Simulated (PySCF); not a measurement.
# 5-methylisoxazole: electronic excitations and core binding energies

Aim: predict the electronic excitations and core binding energies of 5-methylisoxazole (`Cc1ccno1`).

The runs use PySCF 2.14.0, with density-fitted response routines of our own; the level of theory stands in each step. All values are computed, except where a source is named. Atoms count from 0, in the outputs and in this text.

**1. Starting geometry**

11 atoms, charge 0, multiplicity 1; geometry from: GFN2-xTB.

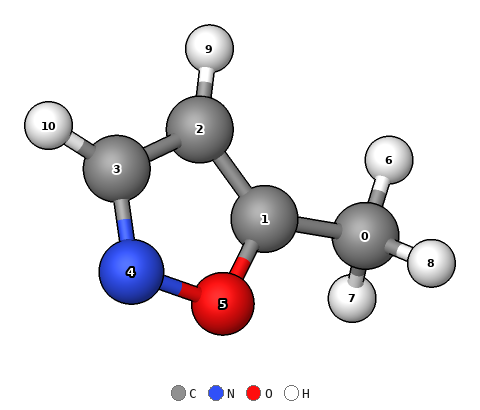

The starting geometry (carbon grey, nitrogen blue, oxygen red, hydrogen white), atoms numbered; sticks join atoms by distance.

**2. TDDFT and polarisability: CAM-B3LYP/def2-SVPD**

Job settings and geometry (Å):

```
{"job": {"kind": "uv", "xc": "CAM-B3LYP", "basis": "def2-SVPD", "nstates": 8, "ntriplets": 3}, "charge": 0, "multiplicity": 1}
C     -1.724901    -0.006379     0.022565
C     -0.249035    -0.150721     0.036026
C      0.768713     0.736401    -0.183434
C      1.933504    -0.044842    -0.017634
N      1.628361    -1.277737     0.271395
O      0.278058    -1.355292     0.307343
H     -1.994516     1.018004    -0.215852
H     -2.136543    -0.270843     0.995457
H     -2.158830    -0.676672    -0.717806
H      0.701832     1.776205    -0.423934
H      2.958781     0.254546    -0.100090
```

With the program's defaults for keys left out, this is: TDDFT CAM-B3LYP/def2-SVPD, vertical, gas phase, core orbitals frozen in the response.

Started as:

```bash
$ OMP_NUM_THREADS=1 python probes_run.py task.json out
```

The driver reads the jobs from task.json and runs them one after another.

**Question.** This job is followed by: delta-SCF UKS SCAN, pcX-2 on the ionised atom, pcseg-1 elsewhere, spin-free X2C. Predict these results of the whole session: lowest singlet (CAM-B3LYP/def2-SVPD); brightest single state of those computed; lowest triplet; C1s binding energies, SCAN/pcX-2; N1s binding energies, SCAN/pcX-2; O1s binding energies, SCAN/pcX-2.

The runs gave:

```
                                quantity                                          value
    lowest singlet (CAM-B3LYP/def2-SVPD)                    6.46 eV (192 nm), f = 0.190
brightest single state of those computed                    state 7, 8.47 eV, f = 0.333
                          lowest triplet                                        4.23 eV
        C1s binding energies, SCAN/pcX-2  C1 292.35, C0 291.56, C3 291.54, C2 290.68 eV
        N1s binding energies, SCAN/pcX-2                                   N4 405.80 eV
        O1s binding energies, SCAN/pcX-2                                   O5 540.32 eV
```

The first singlet state (HOMO→LUMO 0.93) lies at 6.46 eV and is bright; of the 8 states computed, the strongest absorption comes from state 7 at 8.47 eV. The lowest triplet lies 2.23 eV below the lowest singlet (triplets in Tamm-Dancoff, singlets in full TDDFT). The C1s levels kept as sound span 1.68 eV, from C2 (aromatic CH) up to C1 (substituted aromatic carbon next to the ring oxygen).
